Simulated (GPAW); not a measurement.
# A 7-layer slab of Pb(111) in an electric field

How does a 7-layer slab of Pb(111) screen a perpendicular field?

Method: GPAW, PAW setups; slab in vacuum, relaxation, in the first sound run; inputs show where later runs differ, in GPAW 26.7.0.

## (1) Set-up

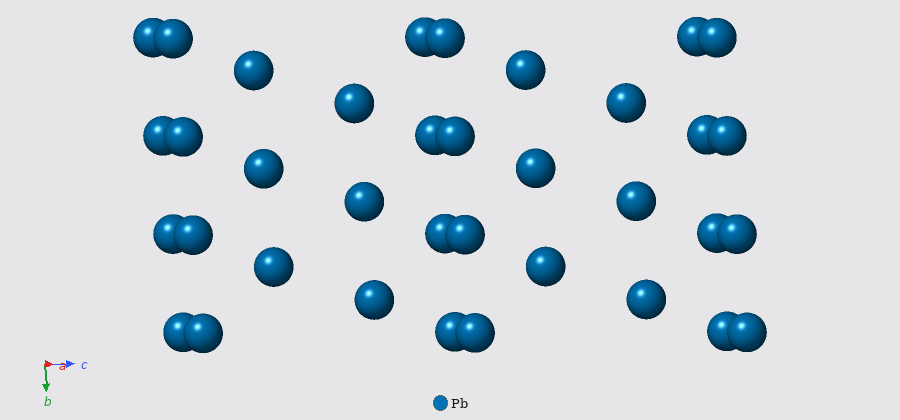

Start, viewed from the side, with the c axis across the page; lead blue. 1×3×1 cells are drawn. Some periodic images of atoms are drawn too.

The cell holds 7 atoms: 7 Pb. Cell: a = 3.500 Å, b = 3.500 Å, c = 35.147 Å, α = 90.0°, β = 90.0°, γ = 60.0°. Vacuum lies along c.

Structure file:

```
Pb
1.0
     3.50018    0.00000    0.00000
     1.75009    3.03124    0.00000
     0.00000    0.00000   35.14730
Pb
7
Direct
  0.00000 0.00000 0.25607
  0.33333 0.33333 0.33738
  0.66667 0.66667 0.41869
  0.00000 0.00000 0.50000
  0.33333 0.33333 0.58131
  0.66667 0.66667 0.66262
  0.00000 0.00000 0.74393
```

## (2) Relaxation

Forces are removed first; all later runs use this geometry. The lowest 3 atoms are held at bulk positions and keep their forces.

Contents of run.py:

```python
import json
import numpy as np
from ase import Atoms
from ase.constraints import FixAtoms
from ase.optimize import BFGS
from gpaw import GPAW, PW

slab = Atoms(
    ['Pb', 'Pb', 'Pb', 'Pb', 'Pb', 'Pb', 'Pb'],
    positions=[
        [0.00000, 0.00000, 9.00000],
        [1.75009, 1.01041, 11.85788],
        [3.50018, 2.02083, 14.71577],
        [0.00000, 0.00000, 17.57365],
        [1.75009, 1.01041, 20.43154],
        [3.50018, 2.02083, 23.28942],
        [0.00000, 0.00000, 26.14730]],
    cell=[[3.50018, 0.0, 0.0], [1.75009, 3.03124, 0.0], [0.0, 0.0, 35.1473]],
    pbc=[True, True, False])

slab.calc = GPAW(mode=PW(400), xc='PBE', kpts={'size': (10, 10, 1), 'gamma': True},
                 occupations={'name': 'fermi-dirac', 'width': 0.1}, nbands='200%',
                 convergence={'density': 1e-05}, maxiter=200,
                 poissonsolver={'dipolelayer': 'xy'},
                 symmetry={'tolerance': 1e-3, 'extra_ids': [1, 1, 1, 0, 0, 0, 0]}, txt='slab.txt')
result = {}
slab.set_constraint(FixAtoms([0, 1, 2]))
path = []
opt = BFGS(slab, maxstep=0.2)
opt.attach(lambda: path.append((slab.get_potential_energy(), slab.positions.tolist(), slab.get_forces().tolist())))
result['relaxed'] = bool(opt.run(fmax=0.03, steps=40))
result['path'] = path
energy = slab.get_potential_energy()
fermi = slab.calc.get_fermi_level()
v = slab.calc.get_electrostatic_potential().mean((0, 1)) - fermi
n = slab.calc.get_pseudo_density().mean((0, 1))
L = slab.cell[2, 2]
z = np.arange(len(v)) * L / len(v)
low, high = slab.positions[:, 2].min(), slab.positions[:, 2].max()
below, above = np.interp([low - 6.8, high + 6.8], z, v)
slopes = [np.interp(x, z, np.gradient(v, z)) for x in (low - 6.8, high + 6.8)]
eps = np.array([[slab.calc.get_eigenvalues(k, s) for k in range(len(slab.calc.get_ibz_k_points()))]
                for s in range(slab.calc.get_number_of_spins())]) - fermi
top, bottom = eps[eps < 0].max(), eps[eps > 0].min()
dipole = slab.get_dipole_moment()[2]
print(f'energy {energy:.4f} eV, Fermi level {fermi:.4f} eV, dipole {dipole:.5f} e A')
print(f'potential 6.8 A off the faces, from the Fermi level: lower {below:.4f} eV, upper {above:.4f} eV')
print(f'slope of the potential there: lower {slopes[0]:.5f}, upper {slopes[1]:.5f} eV/A')
print(f'nearest levels on the mesh: {top:.4f} and {bottom:.4f} eV')
print('magnetic moment', round(slab.get_magnetic_moment(), 3))
result.update(energy=energy, fermi=fermi, dipole=dipole, below=below, above=above, slopes=slopes, edges=[top, bottom],
              z=z.tolist(), v=v.tolist(), n=n.tolist(), positions=slab.positions.tolist(),
              forces=slab.get_forces(apply_constraint=False).tolist(), moments=slab.get_magnetic_moments().tolist())
json.dump(result, open('result.json', 'w'))
```

Run with:

```sh
$ OMP_NUM_THREADS=1 OPENBLAS_NUM_THREADS=1 python run.py
```

Log:

```text
Step          Energy          fmax
BFGS:    0      -25.754079        0.203187
BFGS:    1      -25.754802        0.194021
BFGS:    2      -25.762469        0.060966
BFGS:    3      -25.762537        0.058224
BFGS:    4      -25.762841        0.044373
BFGS:    5      -25.763297        0.048287
BFGS:    6      -25.763983        0.057234
BFGS:    7      -25.764461        0.045427
BFGS:    8      -25.764723        0.047379
BFGS:    9      -25.764828        0.048251
BFGS:   10      -25.765311        0.057629
BFGS:   11      -25.766232        0.064739
BFGS:   12      -25.767138        0.057825
BFGS:   13      -25.767861        0.049135
BFGS:   14      -25.768000        0.050519
BFGS:   15      -25.768094        0.047024
BFGS:   16      -25.768292        0.039318
BFGS:   17      -25.768568        0.048136
BFGS:   18      -25.769108        0.042365
BFGS:   19      -25.769714        0.017261
energy -25.6970 eV, Fermi level 2.7488 eV, dipole -0.00093 e A
potential 6.8 A off the faces, from the Fermi level: lower 3.7006 eV, upper 3.7282 eV
slope of the potential there: lower -0.00019, upper -0.00000 eV/A
nearest levels on the mesh: -0.0271 and 0.0022 eV
magnetic moment 0.0
```

Elapsed: 67 min, on 1 thread of Intel Xeon Platinum 8375C at 2.90GHz (Ice Lake), shared host; peak memory 0.41 GiB.

The steps of the relaxation:

| step | energy less that of the first step (eV) | largest force (eV/Å) |
| --- | --- | --- |
| 1 | 0.0000 | 0.2032 |
| 2 | -0.0007 | 0.1940 |
| 3 | -0.0080 | 0.0610 |
| 4 | -0.0081 | 0.0582 |
| 5 | -0.0084 | 0.0444 |
| 6 | -0.0090 | 0.0483 |
| 7 | -0.0097 | 0.0572 |
| 8 | -0.0102 | 0.0454 |
| 9 | -0.0104 | 0.0474 |
| 10 | -0.0105 | 0.0483 |
| 11 | -0.0108 | 0.0576 |
| 12 | -0.0114 | 0.0647 |
| 13 | -0.0119 | 0.0578 |
| 14 | -0.0123 | 0.0491 |
| 15 | -0.0124 | 0.0505 |
| 16 | -0.0125 | 0.0470 |
| 17 | -0.0125 | 0.0393 |
| 18 | -0.0125 | 0.0481 |
| 19 | -0.0127 | 0.0424 |
| 20 | -0.0127 | 0.0173 |

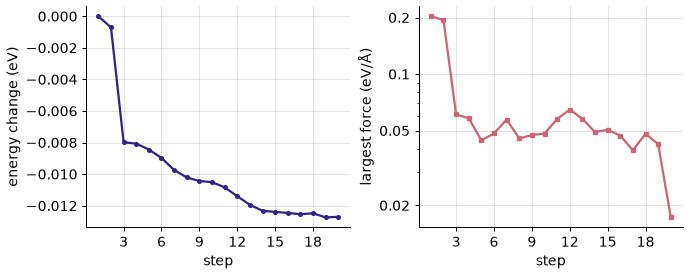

Energy and largest force along the relaxation.

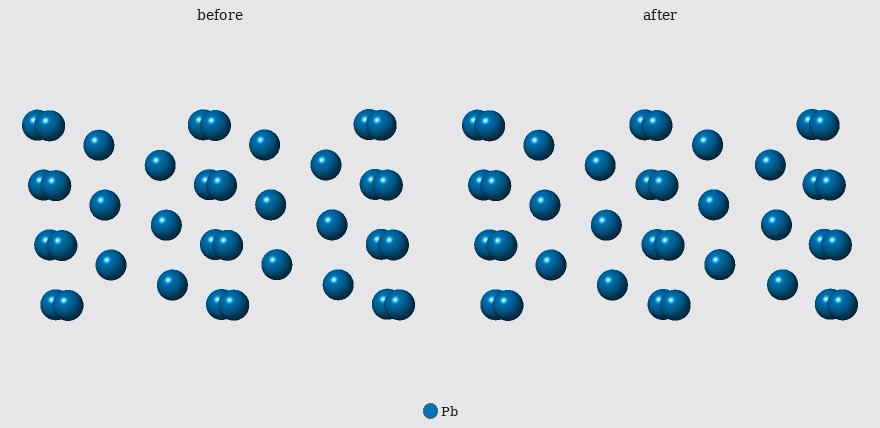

The structure before and after the relaxation, drawn at the same scale.

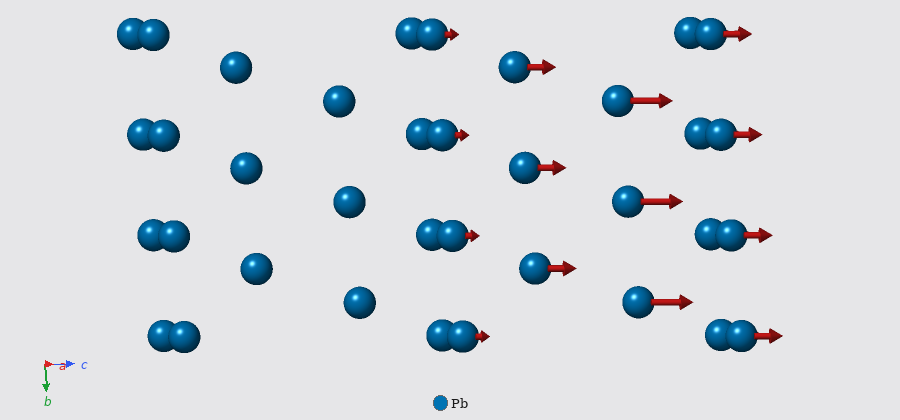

Displacements in the relaxation, exaggerated; the longest in the cell stands for 0.23 Å. 1×3×1 cells are drawn. Some periodic images of atoms are drawn too.

The atoms that moved most (Å):

| atom | dx | dy | dz | length |
| --- | --- | --- | --- | --- |
| Pb6 | 0.000 | 0.000 | 0.226 | 0.226 |
| Pb7 | 0.000 | 0.000 | 0.154 | 0.154 |
| Pb5 | 0.000 | 0.000 | 0.154 | 0.154 |
| Pb4 | 0.000 | 0.000 | 0.077 | 0.077 |

The relaxed structure:

```xyz
7
Lattice="3.5002 0.0000 0.0000 1.7501 3.0312 0.0000 0.0000 0.0000 35.1473" Properties=species:S:1:pos:R:3
Pb    0.0000    0.0000    9.0000
Pb    1.7501    1.0104   11.8579
Pb    3.5002    2.0208   14.7158
Pb    0.0000    0.0000   17.6507
Pb    1.7501    1.0104   20.5851
Pb    3.5002    2.0208   23.5153
Pb    0.0000    0.0000   26.3010
```

This step gave:

```
dipole along the normal                    : -9.34e-4 e·Å
levels nearest the Fermi level on the mesh : -0.02715, 0.002225 eV from the Fermi level
upper work function                        : 3.728 eV
lower work function                        : 3.701 eV
```

The electrostatic potential energy of an electron (without an applied field's), less the Fermi level, planar mean oscillates, so the rows of the table below give means over windows of 2.93 Å about each position, cut where the curve ends. Its maxima inside the range that stand out by 2 % of the span (Å: eV): 10.5: 1.21, 13.3: 1.14, 16.2: 1.40, 19.1: 1.40, 22.1: 1.40, 24.9: 0.953. Its minima: 9.0: -21.8, 11.8: -21.8, 14.7: -21.9, 17.7: -21.9, 20.6: -21.9, 23.5: -21.9, 26.3: -21.7.

The electrostatic potential energy of an electron (without an applied field's), less the Fermi level, planar mean by z; means over each step:

| z (Å) | electrostatic potential energy of an electron (without an applied field's), less the Fermi level, planar mean (eV) |
| --- | --- |
| 1.47 | 3.70 |
| 4.40 | 3.70 |
| 7.33 | -0.153 |
| 10.26 | -7.88 |
| 13.19 | -7.97 |
| 16.12 | -7.33 |
| 19.05 | -7.33 |
| 21.98 | -7.35 |
| 24.91 | -8.55 |
| 27.84 | -1.28 |
| 30.77 | 3.72 |
| 33.70 | 3.73 |

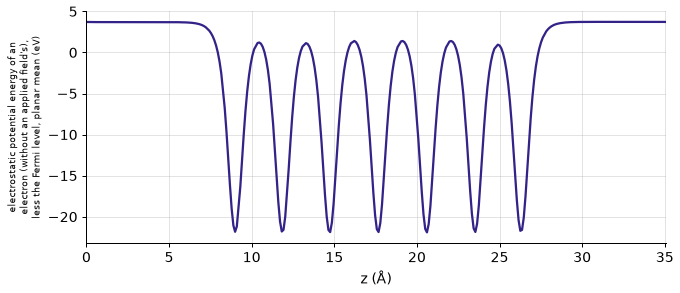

Electrostatic potential energy of an electron (without an applied field's), less the Fermi level, planar mean against z.

The pseudo valence density, planar mean oscillates, so the rows of the table below give means over windows of 2.93 Å about each position, cut where the curve ends. Its maxima inside the range that stand out by 2 % of the span (Å: e/Å³): 9.0: 1.20, 11.9: 1.18, 14.6: 1.17, 17.6: 1.17, 20.5: 1.17, 23.4: 1.16, 26.4: 1.18. Its minima: 10.5: 0.107, 13.4: 0.108, 16.1: 0.0976, 19.0: 0.0981, 22.0: 0.0978, 24.9: 0.117.

Pseudo valence density, planar mean against z; means over each step:

| z (Å) | pseudo valence density, planar mean (e/Å³) |
| --- | --- |
| 4.40 | 1.2e-4 |
| 7.33 | 0.147 |
| 10.26 | 0.476 |
| 13.19 | 0.478 |
| 16.12 | 0.448 |
| 19.05 | 0.449 |
| 21.98 | 0.450 |
| 24.91 | 0.506 |
| 27.84 | 0.198 |
| 30.77 | 1.6e-4 |
| 33.70 | 0 |

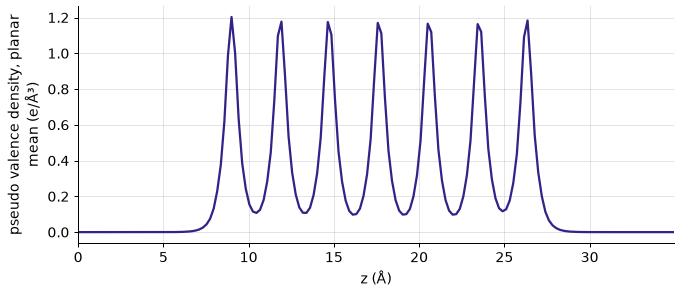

Pseudo valence density, planar mean, plotted against z.

The relaxation lowered the energy of the cell by 0.0127 eV (energies extrapolated to zero smearing; the optimiser's log prints free energies). The largest force left on a free atom is 0.017 eV/Å.

## (3) The slab's potential

The work function is the vacuum plateau of the electrostatic potential less the Fermi level; a dipole layer lets the two faces have plateaus of their own.

This step: GPAW, PAW setups; slab in vacuum (GPAW 26.7.0).

Changes to run.py since step 2:

```diff
@@ -3,4 +3,2 @@
 from ase import Atoms
-from ase.constraints import FixAtoms
-from ase.optimize import BFGS
 from gpaw import GPAW, PW
@@ -13,6 +11,6 @@
         [3.50018, 2.02083, 14.71577],
-        [0.00000, 0.00000, 17.57365],
-        [1.75009, 1.01041, 20.43154],
-        [3.50018, 2.02083, 23.28942],
-        [0.00000, 0.00000, 26.14730]],
+        [0.00000, -0.00000, 17.65070],
+        [1.75009, 1.01041, 20.58505],
+        [3.50018, 2.02083, 23.51533],
+        [-0.00000, 0.00000, 26.30105]],
     cell=[[3.50018, 0.0, 0.0], [1.75009, 3.03124, 0.0], [0.0, 0.0, 35.1473]],
@@ -24,10 +22,4 @@
                  poissonsolver={'dipolelayer': 'xy'},
-                 symmetry={'tolerance': 1e-3, 'extra_ids': [1, 1, 1, 0, 0, 0, 0]}, txt='slab.txt')
+                 symmetry={'tolerance': 1e-3}, txt='slab.txt')
 result = {}
-slab.set_constraint(FixAtoms([0, 1, 2]))
-path = []
-opt = BFGS(slab, maxstep=0.2)
-opt.attach(lambda: path.append((slab.get_potential_energy(), slab.positions.tolist(), slab.get_forces().tolist())))
-result['relaxed'] = bool(opt.run(fmax=0.03, steps=40))
-result['path'] = path
 energy = slab.get_potential_energy()
```

Log:

```text
energy -25.6970 eV, Fermi level 2.7488 eV, dipole -0.00101 e A
potential 6.8 A off the faces, from the Fermi level: lower 3.7011 eV, upper 3.7279 eV
slope of the potential there: lower -0.00018, upper -0.00001 eV/A
nearest levels on the mesh: -0.0271 and 0.0022 eV
magnetic moment 0.0
```

Run time: 6.3 min. Hardware: 1 thread; peak memory 0.4 GiB.

Numbers from this step:

* dipole along the normal: -0.001012 e·Å
* levels nearest the Fermi level on the mesh: -0.02713, 0.002217 eV from the Fermi level

The electrostatic potential energy of an electron (without an applied field's), less the Fermi level, planar mean oscillates, so the rows of the table below give means over windows of 2.93 Å about each position, cut where the curve ends. Its maxima inside the range that stand out by 2 % of the span (Å: eV): 10.5: 1.21, 13.3: 1.14, 16.2: 1.40, 19.1: 1.40, 22.1: 1.40, 24.9: 0.953. Its minima: 9.0: -21.8, 11.8: -21.8, 14.7: -21.9, 17.7: -21.9, 20.6: -21.9, 23.5: -21.9, 26.3: -21.7.

Table of electrostatic potential energy of an electron (without an applied field's), less the Fermi level, planar mean by z; means over each step:

| z (Å) | electrostatic potential energy of an electron (without an applied field's), less the Fermi level, planar mean (eV) |
| --- | --- |
| 1.47 | 3.70 |
| 4.40 | 3.70 |
| 7.33 | -0.152 |
| 10.26 | -7.88 |
| 13.19 | -7.96 |
| 16.12 | -7.33 |
| 19.05 | -7.33 |
| 21.98 | -7.35 |
| 24.91 | -8.55 |
| 27.84 | -1.28 |
| 30.77 | 3.72 |
| 33.70 | 3.73 |

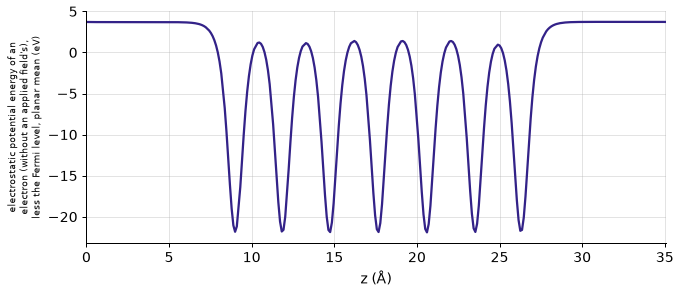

Electrostatic potential energy of an electron (without an applied field's), less the Fermi level, planar mean, plotted against z.

The pseudo valence density, planar mean oscillates, so the rows of the table below give means over windows of 2.93 Å about each position, cut where the curve ends. Its maxima inside the range that stand out by 2 % of the span (Å: e/Å³): 9.0: 1.20, 11.9: 1.18, 14.6: 1.17, 17.6: 1.17, 20.5: 1.17, 23.4: 1.16, 26.4: 1.18. Its minima: 10.5: 0.107, 13.4: 0.108, 16.1: 0.0976, 19.0: 0.0981, 22.0: 0.0978, 24.9: 0.117.

Table of pseudo valence density, planar mean by z; means over each step:

(Unchanged from step 2.)

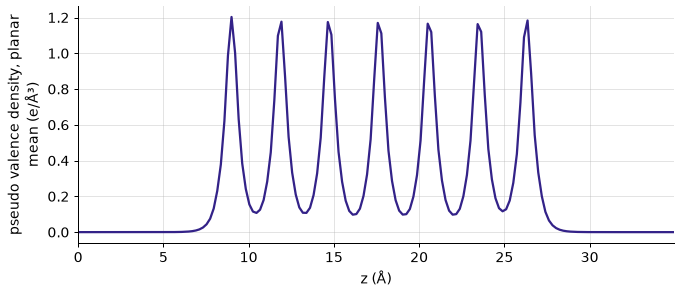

Pseudo valence density, planar mean against z.

Force by atom:

| atom | x (eV/Å) | y (eV/Å) | z (eV/Å) | size |
| --- | --- | --- | --- | --- |
| Pb1 | 0.000 | 0.000 | 0.099 | 0.099 |
| Pb2 | 0.000 | 0.000 | -0.189 | 0.189 |
| Pb3 | 0.000 | 0.000 | 0.088 | 0.088 |
| Pb4 | 0.000 | 0.000 | 0.010 | 0.010 |
| Pb5 | 0.000 | 0.000 | -0.016 | 0.016 |
| Pb6 | 0.000 | 0.000 | 0.017 | 0.017 |
| Pb7 | 0.000 | 0.000 | -0.009 | 0.009 |

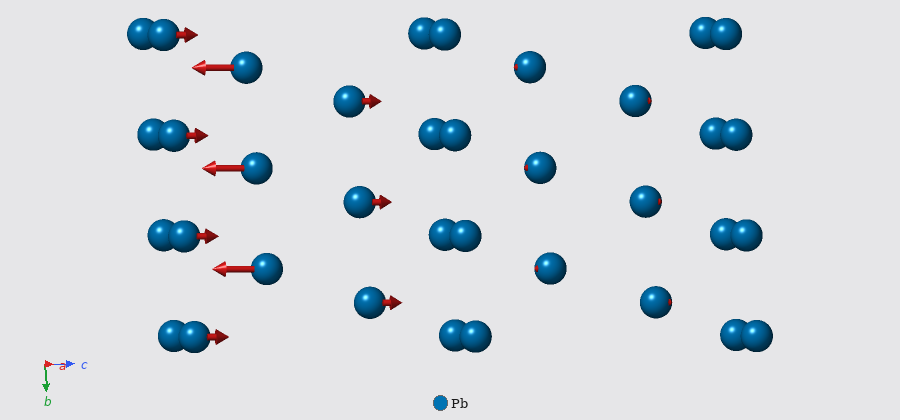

Force as arrows, the longest 0.189 eV/Å. 1×3×1 cells are drawn. Some periodic images of atoms are drawn too.

The potential is flat to 1.8e-4 eV/Å where it is read, so the vacuum is wide enough.

## (4) In a field

A uniform field along the normal polarises the slab; the atoms stay fixed, so this is the electronic response alone.

Changes to run.py since step 3:

```diff
@@ -4,2 +4,3 @@
 from gpaw import GPAW, PW
+from gpaw.external import ConstantElectricField
 
@@ -22,2 +23,3 @@
                  poissonsolver={'dipolelayer': 'xy'},
+                 external=ConstantElectricField(-0.2, [0, 0, 1]),
                  symmetry={'tolerance': 1e-3}, txt='slab.txt')
```

Log:

```text
energy -25.7217 eV, Fermi level 2.7405 eV, dipole -0.24617 e A
potential 6.8 A off the faces, from the Fermi level: lower 1.6350 eV, upper 5.8345 eV
slope of the potential there: lower -0.00014, upper 0.00001 eV/A
nearest levels on the mesh: -0.0270 and 0.0022 eV
magnetic moment 0.0
```

It took 18 min on 1 thread; peak memory 0.89 GiB.

Numbers from this step:

```yaml
dipole_along_the_normal: -0.2462 e·Å
levels_nearest_the_fermi_level_on_the_mesh: -0.02704, 0.002208 eV from the Fermi level
potential_below_the_slab_the_applied_field_s_own_ramp_left_out: 1.635 eV from the Fermi level
potential_above_the_slab_the_applied_field_s_own_ramp_left_out: 5.834 eV from the Fermi level
```

The electrostatic potential energy of an electron (without an applied field's), less the Fermi level, planar mean oscillates, so the rows of the table below give means over windows of 2.93 Å about each position, cut where the curve ends. Its maxima inside the range that stand out by 2 % of the span (Å: eV): 10.5: -0.212, 13.3: 0.285, 16.2: 1.13, 19.1: 1.71, 22.1: 2.30, 24.9: 2.42, 33.2: 5.84. Its minima: 9.0: -23.5, 11.8: -22.9, 14.7: -22.4, 17.7: -21.8, 20.6: -21.3, 23.5: -20.7, 26.3: -20.0.

Table of electrostatic potential energy of an electron (without an applied field's), less the Fermi level, planar mean by z; means over each step:

| z (Å) | electrostatic potential energy of an electron (without an applied field's), less the Fermi level, planar mean (eV) |
| --- | --- |
| 1.47 | 1.77 |
| 4.40 | 1.63 |
| 7.33 | -2.12 |
| 10.26 | -9.35 |
| 13.19 | -8.84 |
| 16.12 | -7.62 |
| 19.05 | -7.04 |
| 21.98 | -6.47 |
| 24.91 | -7.08 |
| 27.84 | 0.703 |
| 30.77 | 5.83 |
| 33.70 | 5.76 |

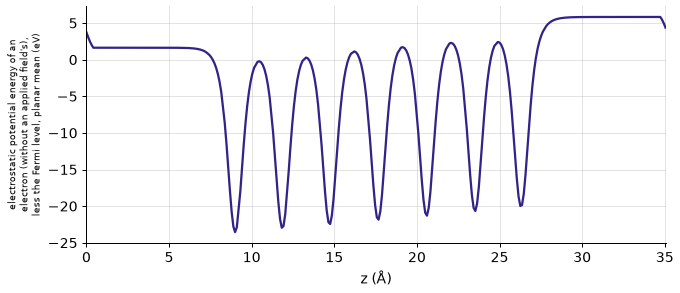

Electrostatic potential energy of an electron (without an applied field's), less the Fermi level, planar mean against z.

Force by atom:

| atom | x (eV/Å) | y (eV/Å) | z (eV/Å) | size |
| --- | --- | --- | --- | --- |
| Pb1 | 0.000 | 0.000 | 0.096 | 0.096 |
| Pb2 | 0.000 | 0.000 | -0.184 | 0.184 |
| Pb3 | 0.000 | 0.000 | 0.085 | 0.085 |
| Pb4 | 0.000 | 0.000 | 0.011 | 0.011 |
| Pb5 | 0.000 | 0.000 | -0.020 | 0.020 |
| Pb6 | 0.000 | 0.000 | 0.023 | 0.023 |
| Pb7 | 0.000 | 0.000 | -0.009 | 0.009 |

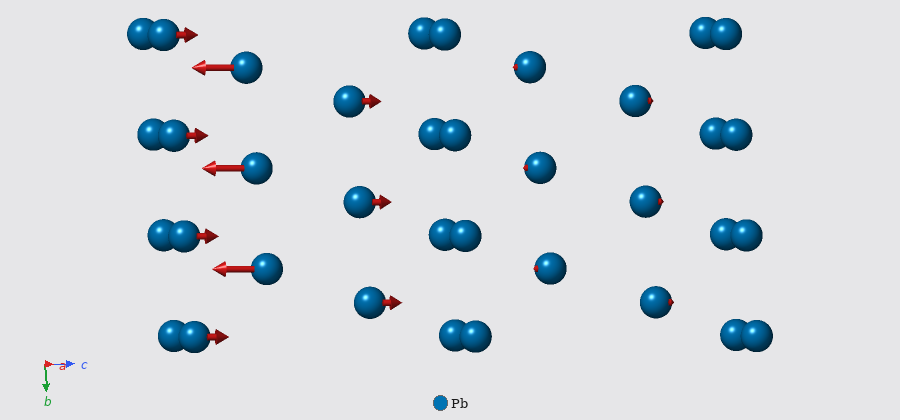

Force as arrows, the longest 0.184 eV/Å. 1×3×1 cells are drawn. Some periodic images of atoms are drawn too.

The dipole is now -0.246 e Å, against -0.0010 in the run without a field.

(Continued in part 2 of 2.)

[Logs are printed without paths, hosts, clocks, repeated set-up lines and the standing remarks that a program may print on its own settings, such as how far it seeks lower states.]

[Hosts, paths, dates, database ids (printed as entryN), source tags and the programs' standing remarks are cut or masked in the printed files.]
